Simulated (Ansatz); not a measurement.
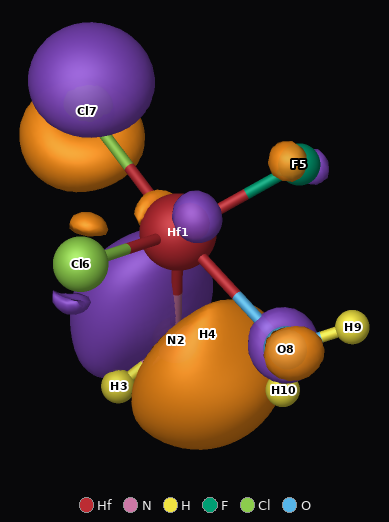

Cl2FH4HfNO. The HOMO at ±0.1 Å⁻³ᐟ² (orange and purple are the two phases), seen at an oblique angle.

Core potentials replace the inner electrons of Hf.

Method: RKS PBE-D4/def2-SVP in Ansatz.

```xyz
10

Hf    0.0080    0.1583    0.2383
N    -0.1646   -0.0805    2.2726
H    -1.0557    0.0501    2.7679
H     0.3842   -0.7701    2.8015
F     1.8354   -0.0026   -0.3769
Cl   -1.6265    1.6233   -0.6744
Cl   -0.7708   -1.9429   -0.5561
O     1.0396    2.1476    1.0978
H     1.9925    2.2313    0.8964
H     0.9765    1.8423    2.0332
```

> What is the character of this orbital?

By Hirshfeld shares it lies mainly on N2 (about 60 %), Cl7 (about 15 %) and Hf1 (about 10 %). Its energy is −6.49 eV.
